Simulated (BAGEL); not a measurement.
**C3H5O+ (SMILES CCC#[O+]): levels of theory compared**

Aim: a comparison of 4 runs (B3LYP/6-31G*, B3LYP/6-311+G**, PBE0/6-311+G**, RI-MP2/6-311+G**) of C3H5O+. 

The results are computed with BAGEL 1.2.2.

1 further run of the same task is left out (it didn't finish). Runs told in other sessions of the task aren't counted.

### 1 The structure to begin with

C3H5O+ has 9 atoms, charge +1, and is taken as a singlet. As SMILES, `CCC#[O+]`. Geometry: relaxed at GFN2-xTB.

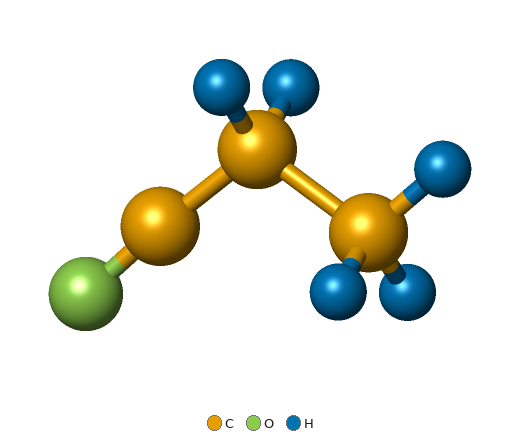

Viewed from a chosen angle; carbon amber, oxygen green, hydrogen blue.

### 2 The energy at B3LYP/6-31G(d) (density fitting with qzvpp-jkfit, spherical functions) (run 1)

Input file dft.json:

```json
{ "bagel" : [

{
  "title" : "molecule",
  "basis" : "6-31gs.json",
  "df_basis" : "qzvpp-jkfit",
  "angstrom" : true,
  "geometry" : [
    { "atom" : "C", "xyz" : [      -0.386910,       0.817150,      -0.433260 ] },
    { "atom" : "C", "xyz" : [      -0.017950,      -0.297860,       0.585590 ] },
    { "atom" : "C", "xyz" : [       0.821860,      -1.218680,      -0.009550 ] },
    { "atom" : "O", "xyz" : [       1.494930,      -1.923480,      -0.552680 ] },
    { "atom" : "H", "xyz" : [      -0.908790,       0.409080,      -1.293890 ] },
    { "atom" : "H", "xyz" : [      -1.046020,       1.520480,       0.068590 ] },
    { "atom" : "H", "xyz" : [       0.496170,       1.351950,      -0.770570 ] },
    { "atom" : "H", "xyz" : [      -0.930000,      -0.801540,       0.940920 ] },
    { "atom" : "H", "xyz" : [       0.476720,       0.142890,       1.464830 ] }
  ]
},

{
  "title" : "ks",
  "xc_func" : "b3lyp",
  "charge" : 1
},

{
  "title" : "print",
  "file" : "orbitals.molden",
  "orbitals" : true
}

]}
```

The basis set 6-31G* is read from a file made from the Basis Set Exchange's data (not shown).

On the command line:

```sh
$ BAGEL_NUM_THREADS=1 BAGEL dft.json > dft.out
```

Standard output:

```text
* using 1 threads per process

  ===============================================================
  ===============================================================

  *** Geometry ***

  { "atom" : "C", "xyz" : [     -0.731154,      1.544190,     -0.818743 ] },
  { "atom" : "C", "xyz" : [     -0.033921,     -0.562874,      1.106605 ] },
  { "atom" : "C", "xyz" : [      1.553090,     -2.302971,     -0.018047 ] },
[... 5 lines of this table left out ...]
  { "atom" : "H", "xyz" : [      0.900870,      0.270023,      2.768128 ] },

  Number of auxiliary basis functions:      392

  Since a DF basis is specified, we compute 2- and 3-index integrals:
    o Being stored without compression. Storage requirement is 0.014 GB

  Number of basis functions:       66
  Number of electrons      :       31

    * METHOD: MOLECULE                             0.23

  *** Kohn-Sham DFT ***

    * Removing 16588 points whose weight is below 1.00e-10
    * Grid points: 117566

  === Nuclear Repulsion ===
   111.3688797003

       - DIIS with orbital gradients will be used.

  === KS iteration (b3lyp / 6-31gs.json) ===
      0       -155.54525545          0.16695480           0.40
      1       -127.90581214          0.21230023           0.39
      2       -133.26834451          0.22807881           0.39
[... 16 lines of this table left out ...]
     19       -192.24026160          0.00000001           0.39
    * SCF iteration converged.

    * Permanent dipole moment:
           (    0.322611,    -0.138944,    -0.619260) a.u.

    * METHOD: KS                                   8.54

    * METHOD: PRINT                                0.02

  ===============================================================
```

Wall time 9 s (1 thread of Arm Neoverse N1, shared host); peak memory 0.36 GiB.

### 3 A single-point energy at B3LYP/6-311+G(d,p) (density fitting with qzvpp-jkfit) (run 2)

Input file job.json:

```json
{ "bagel" : [

{
  "title" : "molecule",
  "basis" : "6-311+gss.json",
  "df_basis" : "qzvpp-jkfit",
  "angstrom" : true,
  "geometry" : [
    { "atom" : "C", "xyz" : [   -0.386910,    0.817150,   -0.433260 ] },
    { "atom" : "C", "xyz" : [   -0.017950,   -0.297860,    0.585590 ] },
    { "atom" : "C", "xyz" : [    0.821860,   -1.218680,   -0.009550 ] },
    { "atom" : "O", "xyz" : [    1.494930,   -1.923480,   -0.552680 ] },
    { "atom" : "H", "xyz" : [   -0.908790,    0.409080,   -1.293890 ] },
    { "atom" : "H", "xyz" : [   -1.046020,    1.520480,    0.068590 ] },
    { "atom" : "H", "xyz" : [    0.496170,    1.351950,   -0.770570 ] },
    { "atom" : "H", "xyz" : [   -0.930000,   -0.801540,    0.940920 ] },
    { "atom" : "H", "xyz" : [    0.476720,    0.142890,    1.464830 ] }
  ]
},
{ "title" : "ks", "xc_func" : "b3lyp", "charge" : 1 },
{ "title" : "print", "file" : "orbitals.molden", "orbitals" : true }

]}
```

The basis set 6-311+G** is read from a file made from the Basis Set Exchange's data (not shown).

On the command line:

```sh
$ BAGEL_NUM_THREADS=1 BAGEL job.json > job.out
```

Standard output:

```text
* using 1 threads per process

  ===============================================================
  ===============================================================

  *** Geometry ***

  { "atom" : "C", "xyz" : [     -0.731154,      1.544190,     -0.818743 ] },
  { "atom" : "C", "xyz" : [     -0.033921,     -0.562874,      1.106605 ] },
  { "atom" : "C", "xyz" : [      1.553090,     -2.302971,     -0.018047 ] },
[... 5 lines of this table left out ...]
  { "atom" : "H", "xyz" : [      0.900870,      0.270023,      2.768128 ] },

  Number of auxiliary basis functions:      392

  Since a DF basis is specified, we compute 2- and 3-index integrals:
    o Being stored without compression. Storage requirement is 0.044 GB

  Number of basis functions:      118
  Number of electrons      :       31

    * METHOD: MOLECULE                             0.33

  *** Kohn-Sham DFT ***

    * Removing 16588 points whose weight is below 1.00e-10
    * Grid points: 117566

  === Nuclear Repulsion ===
   111.3688797003

       - DIIS with orbital gradients will be used.

  === KS iteration (b3lyp / 6-311+gss.json) ===
      0       -137.67205076          0.19525884           0.67
      1       -120.44688873          0.21043818           0.66
      2       -131.29380710          0.20871632           0.66
[... 16 lines of this table left out ...]
     19       -192.30064974          0.00000000           0.66
    * SCF iteration converged.

    * Permanent dipole moment:
           (    0.353741,    -0.181507,    -0.626140) a.u.

    * METHOD: KS                                  14.56

    * METHOD: PRINT                                0.05

  ===============================================================
```

Run time: 15 s. Hardware: 1 thread of Arm Neoverse N1, shared host; peak memory 0.61 GiB.

### 4 The energy at PBE0/6-311+G(d,p) (density fitting with qzvpp-jkfit) (run 3)

Input file input.json:

```json
{ "bagel": [

{
  "title": "molecule",
  "basis": "6-311+gss.json",
  "df_basis": "qzvpp-jkfit",
  "angstrom": "true",
  "geometry": [
    { "atom": "C", "xyz": [      -0.386910,       0.817150,      -0.433260 ] },
    { "atom": "C", "xyz": [      -0.017950,      -0.297860,       0.585590 ] },
    { "atom": "C", "xyz": [       0.821860,      -1.218680,      -0.009550 ] },
    { "atom": "O", "xyz": [       1.494930,      -1.923480,      -0.552680 ] },
    { "atom": "H", "xyz": [      -0.908790,       0.409080,      -1.293890 ] },
    { "atom": "H", "xyz": [      -1.046020,       1.520480,       0.068590 ] },
    { "atom": "H", "xyz": [       0.496170,       1.351950,      -0.770570 ] },
    { "atom": "H", "xyz": [      -0.930000,      -0.801540,       0.940920 ] },
    { "atom": "H", "xyz": [       0.476720,       0.142890,       1.464830 ] }
  ]
},

{
  "title": "ks",
  "xc_func": "pbe0",
  "charge": 1
},

{
  "title": "print",
  "file": "orbitals.molden",
  "orbitals": "true"
}

]}
```

The basis set 6-311+G** is read from a file made from the Basis Set Exchange's data (not shown).

On the command line:

```sh
$ BAGEL_NUM_THREADS=1 BAGEL input.json > input.out
```

Standard output:

```text
* using 1 threads per process

  ===============================================================
  ===============================================================

  *** Geometry ***

  { "atom" : "C", "xyz" : [     -0.731154,      1.544190,     -0.818743 ] },
  { "atom" : "C", "xyz" : [     -0.033921,     -0.562874,      1.106605 ] },
  { "atom" : "C", "xyz" : [      1.553090,     -2.302971,     -0.018047 ] },
[... 5 lines of this table left out ...]
  { "atom" : "H", "xyz" : [      0.900870,      0.270023,      2.768128 ] },

  Number of auxiliary basis functions:      392

  Since a DF basis is specified, we compute 2- and 3-index integrals:
    o Being stored without compression. Storage requirement is 0.044 GB

  Number of basis functions:      118
  Number of electrons      :       31

    * METHOD: MOLECULE                             0.33

  *** Kohn-Sham DFT ***

    * Removing 16588 points whose weight is below 1.00e-10
    * Grid points: 117566

  === Nuclear Repulsion ===
   111.3688797003

       - DIIS with orbital gradients will be used.

  === KS iteration (pbe0 / 6-311+gss.json) ===
      0       -137.37972725          0.19501106           0.66
      1       -120.85785089          0.20923995           0.64
      2       -132.71981231          0.20111196           0.64
[... 15 lines of this table left out ...]
     18       -192.07074436          0.00000001           0.65
    * SCF iteration converged.

    * Permanent dipole moment:
           (    0.354378,    -0.182111,    -0.626751) a.u.

    * METHOD: KS                                  13.54

    * METHOD: PRINT                                0.06

  ===============================================================
```

Wall time 14 s (1 thread of Arm Neoverse N1, shared host); peak memory 0.61 GiB.

### 5 The energy at RI-MP2/6-311+G(d,p) (density fitting with qzvpp-jkfit) (run 4)

Input file mp2.json:

```json
{ "bagel": [

{
  "title": "molecule",
  "basis": "6-311+gss.json",
  "df_basis": "qzvpp-jkfit",
  "angstrom": true,
  "geometry": [
    { "atom": "C", "xyz": [      -0.386910,       0.817150,      -0.433260 ] },
    { "atom": "C", "xyz": [      -0.017950,      -0.297860,       0.585590 ] },
    { "atom": "C", "xyz": [       0.821860,      -1.218680,      -0.009550 ] },
    { "atom": "O", "xyz": [       1.494930,      -1.923480,      -0.552680 ] },
    { "atom": "H", "xyz": [      -0.908790,       0.409080,      -1.293890 ] },
    { "atom": "H", "xyz": [      -1.046020,       1.520480,       0.068590 ] },
    { "atom": "H", "xyz": [       0.496170,       1.351950,      -0.770570 ] },
    { "atom": "H", "xyz": [      -0.930000,      -0.801540,       0.940920 ] },
    { "atom": "H", "xyz": [       0.476720,       0.142890,       1.464830 ] }
  ]
},

{ "title": "hf", "charge": 1 },

{ "title": "mp2", "charge": 1, "ncore": 4 }

]}
```

The basis set 6-311+G** is read from a file made from the Basis Set Exchange's data (not shown).

On the command line:

```sh
$ BAGEL_NUM_THREADS=1 BAGEL mp2.json > mp2.out
```

Standard output:

```text
* using 1 threads per process

  ===============================================================
  ===============================================================

  *** Geometry ***

  { "atom" : "C", "xyz" : [     -0.731154,      1.544190,     -0.818743 ] },
  { "atom" : "C", "xyz" : [     -0.033921,     -0.562874,      1.106605 ] },
  { "atom" : "C", "xyz" : [      1.553090,     -2.302971,     -0.018047 ] },
[... 5 lines of this table left out ...]
  { "atom" : "H", "xyz" : [      0.900870,      0.270023,      2.768128 ] },

[... 23 lines left out ...]
    * SCF iteration converged.
[... 1 line left out ...]
    * Permanent dipole moment:
[... 2 lines left out ...]
    * METHOD: HF                                   1.46

  *** RHF ***

  === Nuclear Repulsion ===
   111.3688797003

      * DIIS with orbital gradients will be used.

  === RHF iteration (6-311+gss.json) ===
      0       -191.14944654          0.00000000           0.08
    * SCF iteration converged.

    * Permanent dipole moment:
           (    0.365851,    -0.175729,    -0.670039) a.u.

  === DF-MP2 calculation ===

    * freezing 4 orbitals
    * 3-index integral transformation done
    * assembly done

      MP2 correlation energy:   -0.6139274840      0.09

      MP2 total energy:       -191.7633740278

    * METHOD: MP2                                  0.28

  ===============================================================
```

Wall time 2.2 s (1 thread of Arm Neoverse N1, shared host); peak memory 0.13 GiB.

### 6 All runs side by side

| run | level | frozen core orbitals | energy (Eh) | HOMO energy (eV) | LUMO energy (eV) | HOMO–LUMO gap (eV) | wall time |
| --- | --- | --- | --- | --- | --- | --- | --- |
| 1 | B3LYP/6-31G* (density fitting with qzvpp-jkfit, spherical functions) | – | -192.240262 | -16.18 | -8.13 | 8.05 | 9 s |
| 2 | B3LYP/6-311+G** (density fitting with qzvpp-jkfit) | – | -192.300650 | -16.25 | -8.24 | 8.01 | 15 s |
| 3 | PBE0/6-311+G** (density fitting with qzvpp-jkfit) | – | -192.070744 | -16.46 | -7.92 | 8.54 | 14 s |
| 4 | RI-MP2/6-311+G** (density fitting with qzvpp-jkfit) | 4 | -191.763374 | – | – | – | 2.2 s |

### 7 Outcome

| quantity | value |
| --- | --- |
| run 4: total energy | -191.76337 Eh |
| run 4: correlation energy (4 core orbitals frozen) | -613.9 mEh |

In words: Over runs 1, 2, 3 the HOMO–LUMO gap runs from 8.01 eV (B3LYP/6-311+G**) to 8.54 eV (PBE0/6-311+G**). Totals of different functionals can't be ranked against each other. All runs together took 41 s, the longest 15 s.
